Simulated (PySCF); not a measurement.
**NMR shielding calculation of Si3H7Cl**

Si3H7Cl, SMILES [SiH3][SiH2][SiH2]Cl, computed with GIAO PBE0/pcSseg-1 NMR shielding, non-relativistic, gas phase (PySCF 2.14.0).

The geometry comes from this level: GFN2-xTB, NEB image 0 of 0 to 8. It belongs to a series of runs on one base structure; here: NEB image 0 of 0 to 8. Figures and captions count atoms from 1; the log counts them from 0 in places.

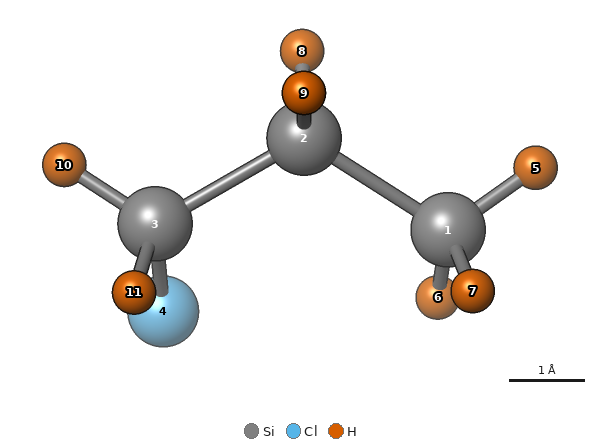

Fig. 1: The input geometry (ball-and-stick view, seen at a tilt; atoms are numbered from 1 in the order of the input).

### Input
```
{"job": {"kind": "nmr", "xc": "PBE0", "basis": "pcSseg-1", "pop": false}, "charge": 0, "multiplicity": 1}
Si     1.988600    -0.147200     0.015400
Si    -0.063400     0.896300    -0.283300
Si    -1.939100    -0.361500     0.242400
Cl    -1.684000    -2.236300    -0.512900
H      3.082400     0.509400    -0.706100
H      1.959000    -1.538400    -0.438700
H      2.374700    -0.166500     1.429700
H     -0.185900     1.380300    -1.670000
H     -0.150500     2.132800     0.512100
H     -3.224900     0.088700    -0.293400
H     -2.151500    -0.554900     1.678900
```

The first line tells a small driver script what to run in PySCF; the rest is the geometry in Å.

Machine: 1 CPU thread, shared host.

Launch command:
```bash
OMP_NUM_THREADS=1 python <driver script> task.json out
```

### Output
```
coarse grid: 10840 points
cycle   1  E = -1332.3066570579  dE = -4.694e-02  |g| = 2.440e-01  |ddm| = 2.889e+00
cycle   2  E = -1332.3063189052  dE =  3.382e-04  |g| = 2.556e-01  |ddm| = 6.471e-01
cycle   3  E = -1332.3236172678  dE = -1.730e-02  |g| = 2.003e-02  |ddm| = 3.504e-01
cycle   4  E = -1332.3237030095  dE = -8.574e-05  |g| = 5.644e-03  |ddm| = 2.855e-02
cycle   5  E = -1332.3237116078  dE = -8.598e-06  |g| = 1.708e-03  |ddm| = 9.950e-03
final grid: 85128 points
cycle   6  E = -1332.3435567216  dE = -1.312e-05  |g| = 3.357e-03  |ddm| = 1.214e-02
cycle   7  E = -1332.3435568372  dE = -1.155e-07  |g| = 2.548e-03  |ddm| = 6.072e-03
cycle   8  E = -1332.3435583959  dE = -1.559e-06  |g| = 4.088e-04  |ddm| = 3.625e-03
cycle   9  E = -1332.3435584443  dE = -4.841e-08  |g| = 6.433e-05  |ddm| = 5.663e-04
cycle  10  E = -1332.3435584453  dE = -1.056e-09  |g| = 9.443e-06  |ddm| = 9.152e-05
cycle  11  E = -1332.3435584453  dE = -2.365e-11  |g| = 3.051e-06  |ddm| = 1.833e-05
```

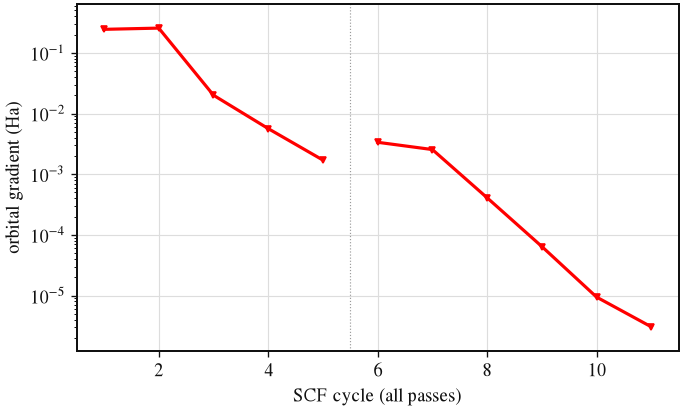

Fig. 2: Convergence of the self-consistent field: orbital gradient against the SCF cycle. The dotted line marks the change from a coarse to the final integration grid. The first 5 cycles use a coarse grid, the final grid takes over at cycle 6, and the field converges after 11 cycles in all.

```
converged SCF energy = -1332.3435584453

GIAO shielding tensors (ppm)
atom      isotropic    diamagn.    paramagn.     s11        s22        s33       span
  0 Si     468.456     879.808    -411.352    456.764    468.732    479.872     23.107
  1 Si     475.072     881.056    -405.984    455.629    480.489    489.099     33.470
  2 Si     377.190     877.721    -500.531    319.765    362.958    448.848    129.083
  3 Cl    1053.994    1148.725     -94.732    972.783   1089.099   1100.099    127.317
  4 H       28.098      28.555      -0.457     24.511     25.510     34.273      9.762
  5 H       28.023      29.048      -1.025     23.858     27.361     32.851      8.993
  6 H       28.159      28.895      -0.735     24.763     25.719     33.995      9.232
  7 H       28.167      29.388      -1.221     24.517     25.909     34.076      9.559
  8 H       28.421      29.378      -0.957     24.700     25.852     34.710     10.010
  9 H       26.188      27.612      -1.424     21.865     24.813     31.885     10.020
 10 H       26.342      28.219      -1.877     22.261     24.979     31.787      9.526
```

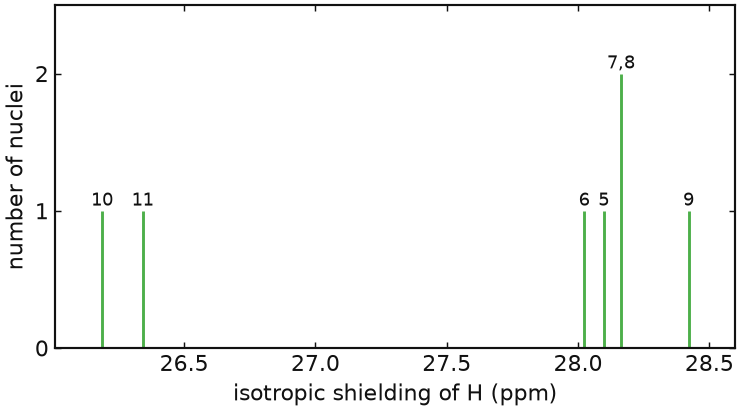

Fig. 3: Isotropic shieldings of the hydrogen nuclei in this fixed geometry, labelled by atom number; shielding grows to the right, so chemical shift grows to the left. The least shielded is H10 (26.2 ppm), the most shielded H9 (28.4 ppm).

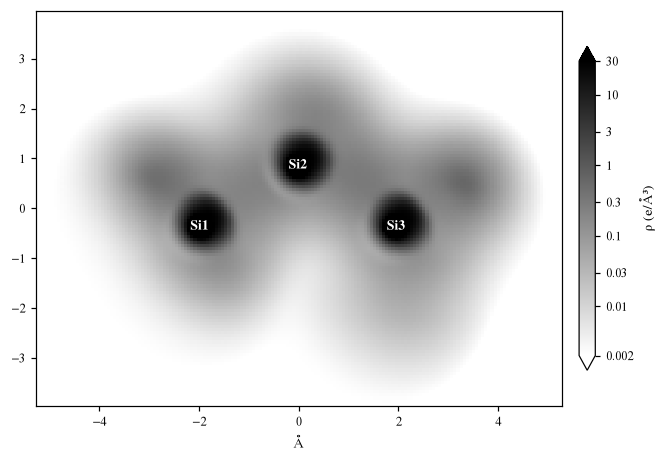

Fig. 4: Electron density on the plane of atoms Si1, Si2 and Si3. The plane passes through Si nuclei. Si–Si (2.32 Å): ρ is about 0.67 e/Å³ halfway.

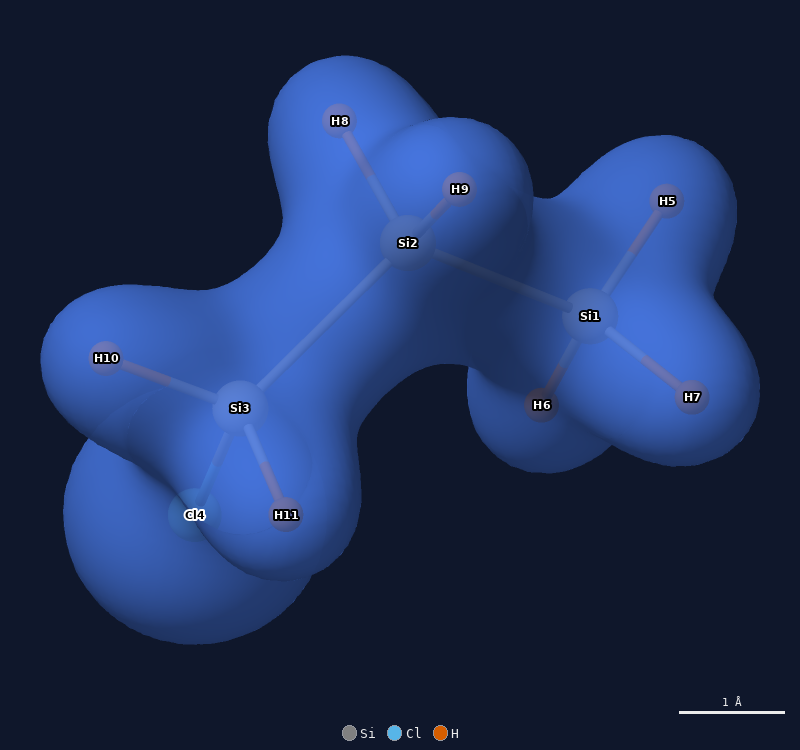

Fig. 5: Isosurface of the total electron density at 0.2 e/Å³ (blue), seen at a tilt. At this value the surface is in one piece. On the grid the lowest density along these lines, outside the cores, is 0.66 e/Å³ (Si–Cl, 2.04 Å), 0.64 e/Å³ (Si–Si, 2.32 Å) and 0.81 e/Å³ (Si–H, 1.46 Å).

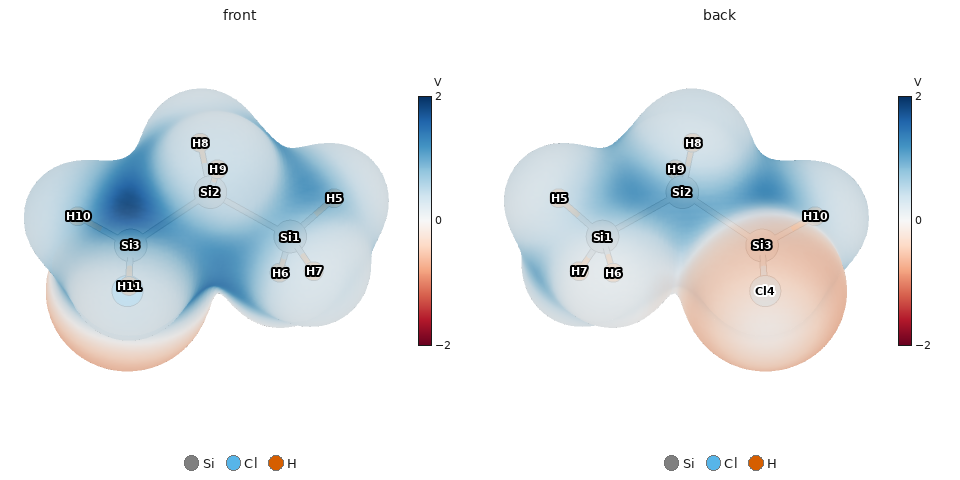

Fig. 6: The electrostatic potential painted on the density surface at 0.002 e/bohr³, seen at a tilt and from behind; red is negative and blue positive. Its dipole moment is 1.62 D.

### Key numbers

| quantity | value |
| --- | --- |
| outcome | converged |
| total energy | −1332.343558 hartree |
| HOMO | −8.34 eV |
| LUMO | −0.83 eV |
| dipole moment | 1.62 D |
| isotropic shielding, Si | 377.2 to 475.1 ppm |
| isotropic shielding, Cl | 1054.0 ppm |
| isotropic shielding, H | 26.2 to 28.4 ppm |
| wall time | 38 s |
| peak memory | 0.66 GiB |
